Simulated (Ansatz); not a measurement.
**C₂H₇AlBF: up Jacob's ladder to CCSD(T)**

How much do the methods differ for C₂H₇AlBF? The plan is to run it at one geometry with functionals of several rungs and with coupled cluster, and see how far each lands from CCSD(T) at the basis-set limit for the atomisation energy.

The runs use Ansatz 0.2.0, Gaussian basis; functionals in def2-TZVPP, the program's frozen cores in correlated methods.

The runs, in order: PBE-D4, r2SCAN-D4, PBE0-D4, B3LYP-D4, ωB97X-V, ωB97M-V, B2PLYP; CCSD(T)/def2-TZVPP; MP2/def2-QZVPP; extrapolation to the limit.

## Step 1: The geometry

An earlier PBE0-D4 in a triple-zeta def2 set relaxation fixed the geometry.

12 atoms, charge 0, spin multiplicity 1.

Atoms are counted from 1 here; the program's logs count them from 0.

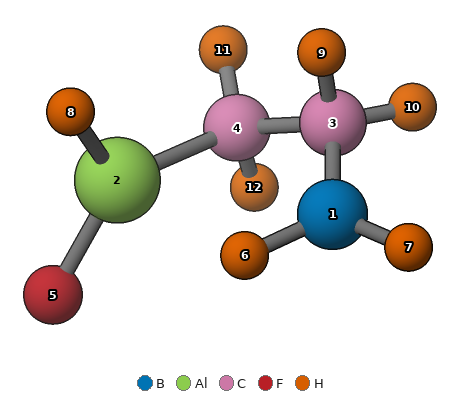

The structure; boron blue, aluminium green, carbon pink, fluorine red, hydrogen orange; atoms are numbered from 1 in the order of the file.

## Step 2: PBE-D4 (GGA)

File in.yaml:

```yaml
crystal:
  periodic: [false, false, false]
  atoms:
    - {symbol: B, position_ang: [-0.659632, 0.629296, 1.207176]}
    - {symbol: Al, position_ang: [-0.403277, -1.444074, -0.692886]}
    - {symbol: C, position_ang: [0.340600, 1.065306, 0.123683]}
    - {symbol: C, position_ang: [1.024153, -0.106189, -0.601923]}
    - {symbol: F, position_ang: [-0.196626, -2.937819, -0.004224]}
    - {symbol: H, position_ang: [-1.192048, -0.469774, 1.088245]}
    - {symbol: H, position_ang: [-1.038398, 1.276865, 2.134983]}
    - {symbol: H, position_ang: [-1.732130, -1.217333, -1.524234]}
    - {symbol: H, position_ang: [-0.379016, 1.560828, -0.567053]}
    - {symbol: H, position_ang: [1.010774, 1.877826, 0.423544]}
    - {symbol: H, position_ang: [1.453131, 0.196700, -1.560382]}
    - {symbol: H, position_ang: [1.849470, -0.487030, 0.006971]}
basis:
  gaussian: {orbitals: def2-TZVPP}
hamiltonian: {xc: pbe, dispersion: d4}
output: {forces: true, orbitals: {seedname: orbitals}}
```

On the command line:

```bash
ansatz run in.yaml --threads 4 --pin off --events-out ev --progress --plain --max-ram 10444MiB
```

Further steps of the session: r2SCAN-D4 (meta-GGA); PBE0-D4 (hybrid); B3LYP-D4 (hybrid); ωB97X-V (range-separated); ωB97M-V (range-separated); B2PLYP (double hybrid); CCSD(T) in def2-TZVPP; MP2 in def2-QZVPP.

Before running them: what should the planned runs give, taken together? Wanted: atomisation energy, CCSD(T)/CBS; farthest; mean size of error, hybrid; mean size of error, range-separated; gap, smallest and largest; T1 diagnostic; triples share of the correlation energy.

**Answer**, as computed:

```
                               quantity                                 value
        atomisation energy, CCSD(T)/CBS                         4405.9 kJ/mol
 functionals within 22.0 kJ/mol (0.5 %)   PBE0-D4, B3LYP-D4, ωB97X-V, ωB97M-V
                               farthest                 PBE-D4 (+49.3 kJ/mol)
             mean size of error, hybrid                            2.2 kJ/mol
    mean size of error, range-separated                           15.6 kJ/mol
              gap, smallest and largest  3.38 eV (PBE-D4), 10.22 eV (ωB97X-V)
                          T1 diagnostic                                0.0114
triples share of the correlation energy                                 3.3 %
```

**Reading.** PBE-D4 misses by +49.3 kJ/mol. Double hybrids carry the basis error of their MP2 part in triple zeta, and no dispersion term here, so their miss is partly the set-up's. Misses under about 22.0 kJ/mol are within the doubt on the reference itself, which lacks core-valence correlation, relativity and higher excitations. Hartree-Fock recovers 77 % of the binding; the rest is correlation. Orbital gaps span 3.4 to 10.2 eV; exact exchange widens them.
